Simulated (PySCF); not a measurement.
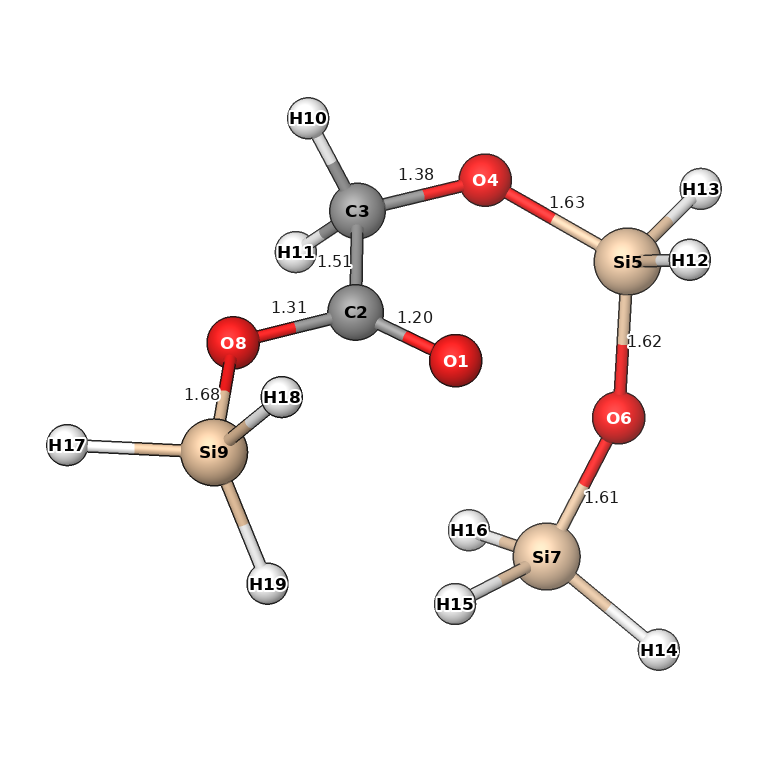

The numbers beside the sticks are distances in Å. Sticks don't show bond order. The computed structure is the end point of a GFN2-xTB optimisation. No frequency run is at hand to confirm it as a minimum.

Question: Which of the marked bonds are single, double, triple or aromatic?

Answer: O1–C2 double; C2–C3 single; C2–O8 single; C3–O4 single; O4–Si5 single; Si5–O6 single; O6–Si7 single; O8–Si9 single.

Question: Write the SMILES.

Answer: O=C(CO[SiH2]O[SiH3])O[SiH3]
